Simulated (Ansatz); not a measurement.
```json
{"atom": "Zr", "x (Å)": "-0.5196", "y (Å)": "0.0000", "z (Å)": "-0.4334"}
{"atom": "Cl", "x (Å)": "0.1009", "y (Å)": "0.0000", "z (Å)": "3.2350"}
{"atom": "F", "x (Å)": "1.2852", "y (Å)": "0.0000", "z (Å)": "0.1447"}
{"atom": "F", "x (Å)": "-0.6554", "y (Å)": "1.5190", "z (Å)": "-1.5441"}
{"atom": "F", "x (Å)": "-0.6554", "y (Å)": "-1.5190", "z (Å)": "-1.5441"}
{"atom": "Br", "x (Å)": "-2.7574", "y (Å)": "0.0000", "z (Å)": "1.0169"}
{"atom": "H", "x (Å)": "-1.2318", "y (Å)": "0.0000", "z (Å)": "3.3028"}
```

Core potentials replace the inner electrons of Zr; not at a stationary point (largest force 1.1 eV/Å).

Level of theory: Ansatz, RKS B3LYP-D4/def2-SVP.

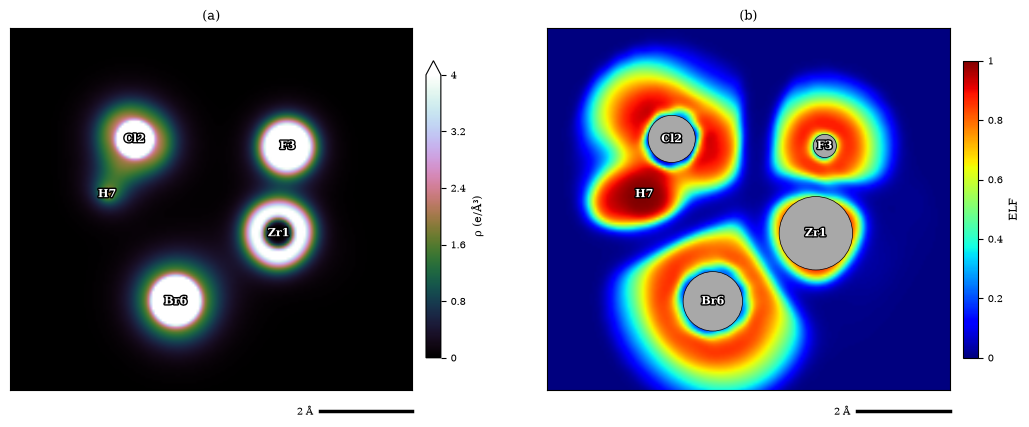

BrF$_{3}$Zr···HCl. (a) electron density; (b) electron localisation function on the plane of atoms F3, Zr1 and Br6. Grey discs cover the atomic cores in the ELF map.

Q: Interpret the plot.

A:
- The section cuts through Zr, Cl, F, Br and H sites.
- Zr1···Cl2 (3.72 Å): the density falls to about 0.04 e/Å³ on the way; the ELF dips to about 0 between them.
- Zr–F (1.90 Å): ρ at the midpoint is about 0.95 e/Å³; the ELF peaks at about 0.85 in the valence shell of F, 0.5 Å from its nucleus, and drops to about 0.20 between the two atoms.
- Zr–Br (2.67 Å): ρ is about 0.39 e/Å³ halfway; the ELF peaks at about 0.80 in the valence shell of Br, 1.0 Å from its nucleus, and is about 0.45 at the midpoint.
- Cl–H (1.33 Å): the density is about 1.8 e/Å³ at the midpoint; the ELF climbs to about 1 towards the hydrogen, as it does in any bond to H.
- The ELF also peaks beside Cl2, away from the bonds: lone-pair regions.
